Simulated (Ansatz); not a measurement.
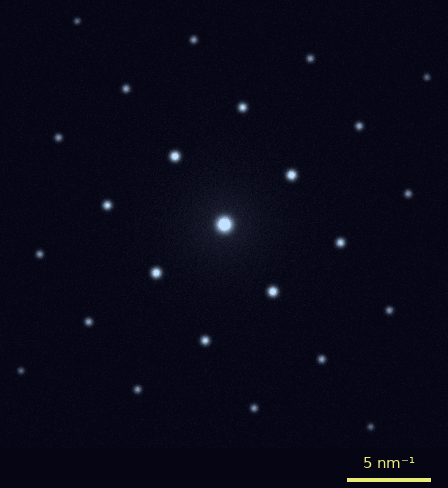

Kinematic zone-axis pattern, calculated for 200 keV electrons with B = 0.8 Å².

It belongs to Ge, space group Fd-3m (No. 227), a = 5.62 Å. Structure: the input geometry of an electronic-structure calculation (not necessarily at equilibrium).

Which low-index zone axis gives this pattern?

Answer. The spots form a square net with both shortest vectors at d = 1.99 Å, 90.0° apart. They index as 2 -2 0 and 2 2 0, so the zone axis is [001] (or an equivalent direction of <001>).

Which reflections of this zone are missing, and why?

Answer. The lattice centring (F) removes all reflections that break h + k = 2n, h + l = 2n; a glide plane extinguishes reflections such as 2 -4 0, 2 4 0, 4 -2 0; a screw axis and a glide plane both extinguish reflections such as 0 2 0, 2 0 0, 0 6 0.

List the strongest reflections.

Answer. Strongest reflections with d > 0.80 Å, one of each family (|F|² from tabulated Gaussian fits of the electron scattering factors, times a small damping for the curvature of the Ewald sphere):

```json
{"hkl": "2 2 0", "d (Å)": "1.988", "I (strongest = 100)": "100"}
{"hkl": "4 0 0", "d (Å)": "1.405", "I (strongest = 100)": "44"}
{"hkl": "4 4 0", "d (Å)": "0.994", "I (strongest = 100)": "17"}
{"hkl": "6 2 0", "d (Å)": "0.889", "I (strongest = 100)": "12"}
```
